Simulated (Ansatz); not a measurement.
# CCSD/STO-3G run of C2Si

What is the vertical singlet–triplet gap of C2Si at CCSD/STO-3G? 

The calculation is run with Ansatz 0.2.0.

53 further runs of the same task are left out: 16 that didn't finish, 37 set aside as unsound or not needed.

### 1 The structure to begin with

C2Si has 3 atoms, charge 0, and is taken as a singlet. The coordinates come from a GFN2-xTB relaxation.

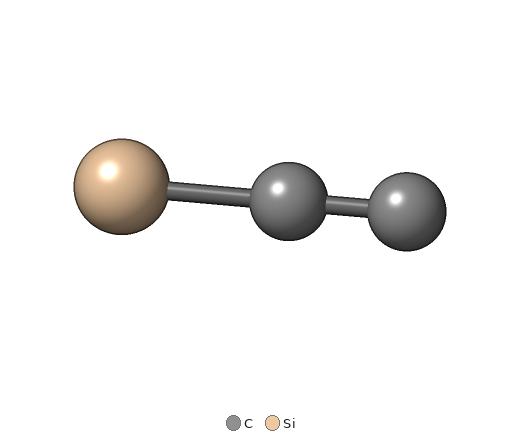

The structure, seen from a chosen angle (carbon grey, silicon light orange).

### 2 A single-point energy at CCSD/STO-3G

File molecule.yaml:

```yaml
crystal:
  periodic: [false, false, false]
  atoms:
    - {symbol: C, position_ang: [-1.111830, 0.737510, -0.522770]}
    - {symbol: C, position_ang: [-0.135170, 0.089220, -0.063600]}
    - {symbol: Si, position_ang: [1.247000, -0.826740, 0.586370]}
basis:
  gaussian:
    orbitals: STO-3G
correlation:
  method: ccsd
  frozen_orbitals: {C: 1, Si: 5}
accuracy: high
scf:
  omitted_lower_state_checks: [cluster_reference, increment]
```

Started as:

```bash
$ ansatz run molecule.yaml --threads 1 --pin off --max-ram 2610MiB --events-out events.jsonl --progress --plain --runs-dir runs
```

The log of the run, shortened:

```text
Warning: RAYON_NUM_THREADS=1 ignored (pool sized by the plan → 1); use --threads N
Functional definition: HF
  name "HF"
[...]
326 factors; integrals over basis functions are off by at most 1.6e-8 eV
[...]
mean field -9800.79037228 eV, -360.1724029669 hartree, gradient 6.9e-8 eV, S^2 0.000000; 0 other end points of the search recorded, 0 dependent functions left out
7 core orbitals not correlated: weight in the atoms' cores, before any rotation towards them, 1.000 or more for the frozen orbitals, at most 0.000 for the correlated occupied ones
reference -9800.79037228 eV, -360.1724029669 hartree; 6, 6 occupied and 6, 6 virtual orbitals, 326 factors
second order -4.81572667 eV of doubles, -0.00000000 eV of singles
cycle   1  -4.56809239 eV  change    2.5e-1 eV  update   1.4e-1
[...]
cycle  27  -4.98953031 eV  change   5.0e-10 eV  update  6.8e-10
Total energy: -9805.77990259 eV, -360.3557648238 hartree
Checks for a lower state left out: cluster_reference, increment
```

It took 0.2 s on 1 thread of Arm Neoverse V2, shared host.

### 3 The triplet

File run.yaml:

```yaml
crystal:
  periodic: [false, false, false]
  atoms:
    - {symbol: C, position_ang: [-1.111830, 0.737510, -0.522770]}
    - {symbol: C, position_ang: [-0.135170, 0.089220, -0.063600]}
    - {symbol: Si, position_ang: [1.247000, -0.826740, 0.586370]}
basis:
  gaussian: {orbitals: STO-3G}
magnetization: {spin_polarized: true, initial_magnetization: 2}
correlation: {method: ccsd, frozen_orbitals: {C: 1, Si: 5}}
accuracy: high
scf: {omitted_lower_state_checks: [cluster_reference, increment]}
```

Started as:

```bash
$ ansatz run run.yaml --threads 1 --pin off --max-ram 2610MiB --events-out events.jsonl --progress --plain --runs-dir runs
```

The log of the run, shortened:

```text
Warning: RAYON_NUM_THREADS=1 ignored (pool sized by the plan → 1); use --threads N
[... 2 set-up lines as earlier in the session ...]
[...]
326 factors; integrals over basis functions are off by at most 1.6e-8 eV
[...]
mean field -9801.09346865 eV, -360.1835415530 hartree, gradient 9.7e-9 eV, S^2 2.695632; 17 other end points of the search recorded, 0 dependent functions left out
7 core orbitals not correlated: weight in the atoms' cores, before any rotation towards them, 1.000 or more for the frozen orbitals, at most 0.000 for the correlated occupied ones
reference -9801.09346865 eV, -360.1835415530 hartree; 7, 5 occupied and 5, 7 virtual orbitals, 326 factors
second order -2.50858911 eV of doubles, -0.00000000 eV of singles
cycle   1  -2.92333354 eV  change   -4.1e-1 eV  update   1.1e-1
[...]
cycle  35  -4.11033967 eV  change  -6.7e-10 eV  update  2.3e-10
Total energy: -9805.20380831 eV, -360.3345937497 hartree
Checks for a lower state left out: cluster_reference, increment
```

Run time: 0.99 s. Hardware: 1 thread of Arm Neoverse V2, shared host.

### 4 Summary of results

At CCSD/STO-3G, 7 core orbitals frozen:

| quantity | value |
| --- | --- |
| singlet: total energy | -360.35576 Eh |
| singlet: correlation energy (7 core orbitals frozen) | -183.4 mEh |
| singlet: T1 diagnostic | 0.024 |
| triplet: total energy | -360.33459 Eh |
| triplet: correlation energy (7 core orbitals frozen) | -151.1 mEh |
| triplet: ⟨S²⟩ of the reference determinant | 2.696 |
| triplet: T1 diagnostic | 0.075 |
| vertical energy of the triplet above the singlet | 0.576 eV |

**Reading.** At this shape the triplet lies 0.58 eV (55.6 kJ/mol) above the singlet. In a minimal basis such a difference can be off by several eV, whatever the method. The T1 diagnostic (singlet) of 0.024 is above the customary mark for such species, so a single reference may not serve. ⟨S²⟩ (triplet) is 2.70 where a pure triplet has 2.00: the reference is spin-contaminated. The T1 diagnostic (triplet) of 0.075 is above the customary mark for such species, so a single reference may not serve.
